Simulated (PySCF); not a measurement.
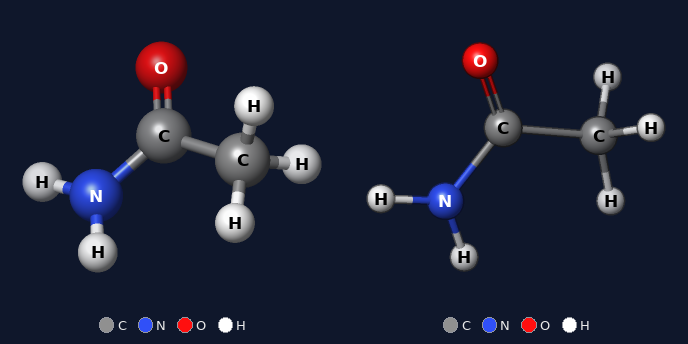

The same structure drawn twice, from different directions.

Computed geometry: PBE0-D3(BJ)/def2-SVP optimisation. No frequency run is at hand to confirm it as a minimum.

Describe the molecule.

Formula C2H5NO. SMILES: `CC(N)=O`. It has no ring. Among its groups: amide. Coordination: 1 C tetrahedral; 1 C trigonal planar; 1 N trigonal planar.

The parts below concern this one geometry. Atoms keep their numbers from picture to picture.

**Shape**

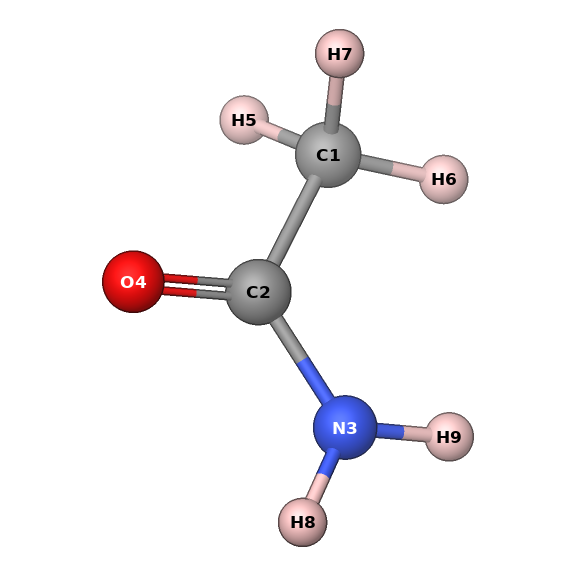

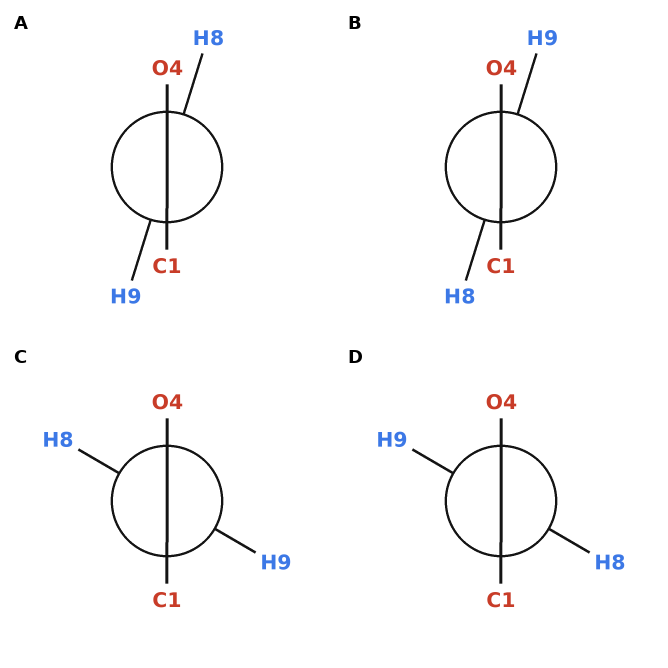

Depth is shown by fading: the farther an atom, the more it takes the colour of the background. Bonds that would overlap in a projection are set slightly apart. No frequency run is at hand to confirm it as a minimum.

Which Newman projection shows the view along C2–N3, with C2 in front?

Answer. A. The torsion angle O4–C2–N3–H8 is 0°, synperiplanar (eclipsed).

**Polarisability**

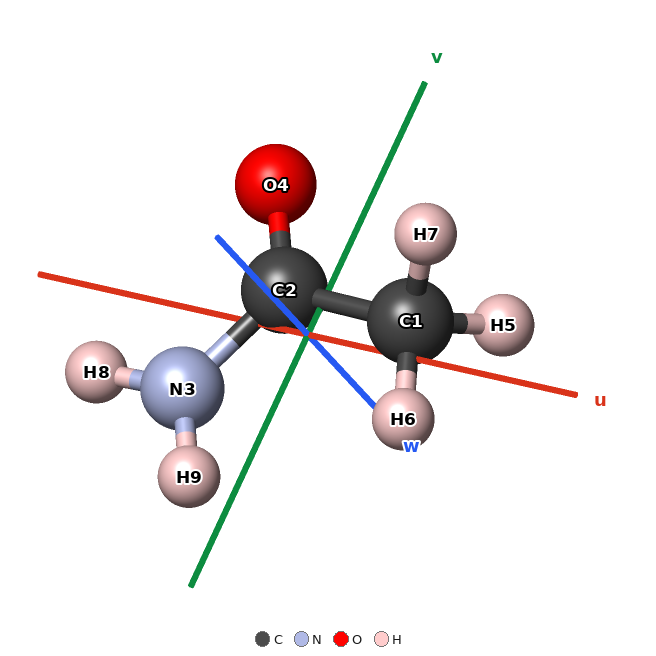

The lines u, v and w are the principal axes of the static dipole polarisability. No frequency run is at hand to confirm it as a minimum. Computed with HF/def2-SVPD (PySCF 2.14.0).

Along which axis is the molecule most polarisable, and along which least?

Answer. Most along v, least along w.

Give the three principal values.

Answer. u 37.6, v 40.1, w 27.7 bohr³; mean 35.1, anisotropy 11.4 bohr³.

**Spin–spin coupling**

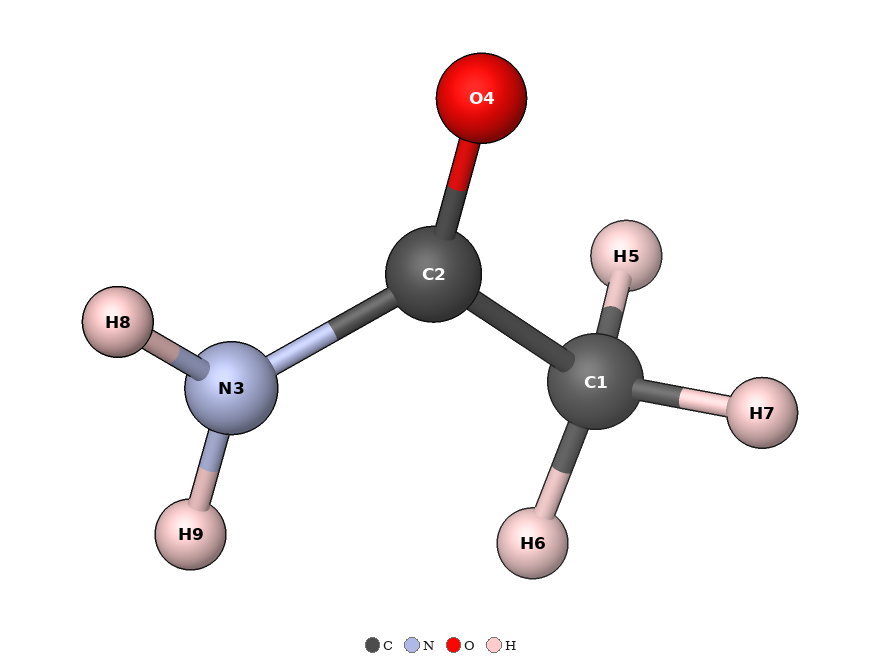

No frequency run is at hand to confirm it as a minimum. Properties computed with B3LYP/aug-cc-pVTZ-J indirect spin-spin coupling, non-relativistic, gas phase (PySCF 2.14.0). Isotopes: 13C, 1H, 15N, 17O.

Give the spin–spin coupling constants of these pairs, with the number of bonds between them: C1/H6, N3/H8, C2/H6, C2/H5, C2/H8.

```
  pair  bonds apart  J (Hz)
C1, H6            1   133.4
N3, H8            1   −95.6
C2, H6            2    −2.6
C2, H5            2    −6.4
C2, H8            2    −0.9
```

**Excitation**

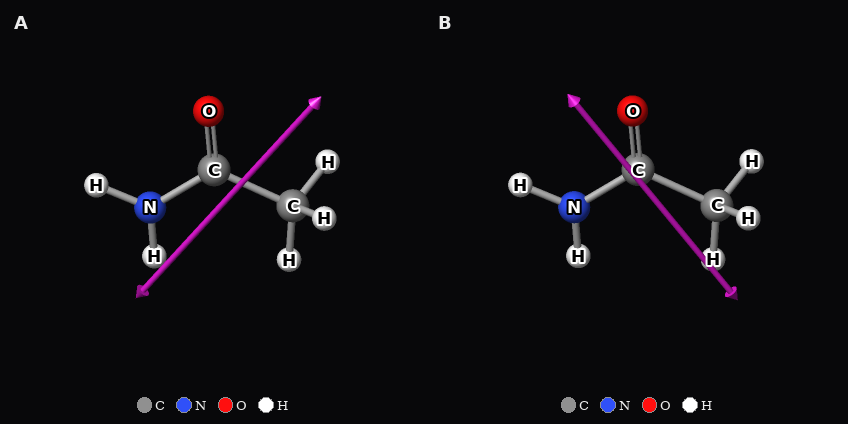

The double arrows show the directions of two transition dipoles from the ground state (lengths mean nothing). No frequency run is at hand to confirm it as a minimum. Properties computed with TDDFT B3LYP/def2-SVPD, vertical, gas phase, core orbitals frozen in the response (PySCF 2.14.0).

One belongs to singlet state 4 and one to singlet state 9. Which is which?

Answer. A: state 4, 7.36 eV (169 nm), oscillator strength 0.072, mainly HOMO−1 → LUMO+1 (weight 0.50).
B: state 9, 8.40 eV (148 nm), oscillator strength 0.026, mainly HOMO → LUMO+4 (weight 0.96).
